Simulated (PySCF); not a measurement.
C4H6O2 (SMILES C/C(C=O)=C/O)

The calculation's input:

```
{"job": {"kind": "nmr", "xc": "PBE0", "basis": "pcSseg-1", "solvent": "chloroform", "pop": false}, "charge": 0, "multiplicity": 1}
C     -1.292365    -0.786355     0.396677
C     -0.087436     0.032310     0.047781
C      0.348615     1.020198     1.046254
O      1.416360     1.574917     1.083276
C      0.570333    -0.133013    -1.108632
O      1.569394     0.674693    -1.539862
H     -1.512159    -1.506229    -0.386659
H     -2.157927    -0.138663     0.528987
H     -1.129707    -1.321729     1.331016
H     -0.412944     1.203292     1.832070
H      0.250165    -0.898914    -1.817274
H      2.437672     0.279495    -1.413633
```

Run with:

```sh
OMP_NUM_THREADS=1 python ens_run.py task.json out
```

Geometry: GFN2-xTB.

All numbers below come from PBE0/pcSseg-1, SCF density, in a chloroform solvent model, non-relativistic in PySCF 2.14.0.

**What can the converged electron density and electron localisation function tell about the bonding?**

C–C (1.34 Å): ρ at the midpoint is about 2.3 e/Å³; the ELF peaks at about 0.95 between the atoms: a multiple bond.
C–O (1.36 Å): the density is about 2.3 e/Å³ at the midpoint, with its minimum of 2 e/Å³ about 0.5 Å from C; the ELF peaks at about 0.90 between the atoms: a polar covalent bond.
C–C (1.47 Å): ρ at the midpoint is about 1.8 e/Å³; the ELF peaks at about 0.95 between the atoms: a shared electron pair.
C–H (1.09 Å): ρ at the midpoint is about 2 e/Å³; the ELF climbs to about 1 towards the hydrogen, as it does in any bond to H: a covalent bond by its length.

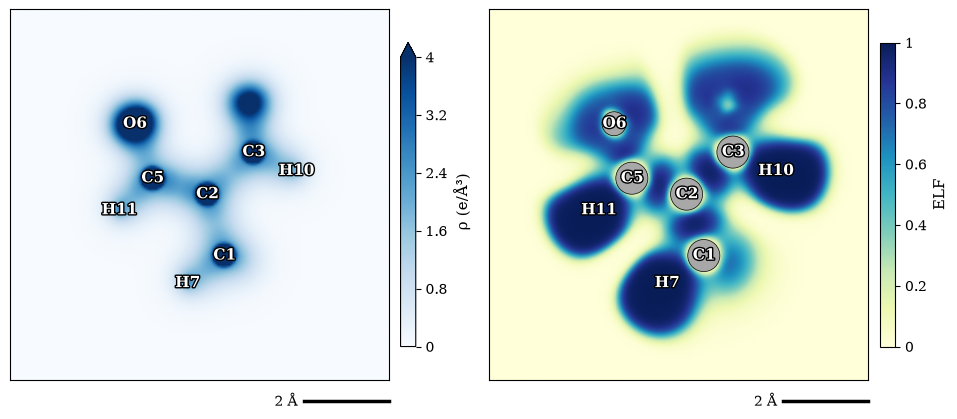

Computed electron density and electron localisation function on the plane of atoms C2, C1 and H7, in this order. Grey discs cover the atomic cores in the ELF map. 
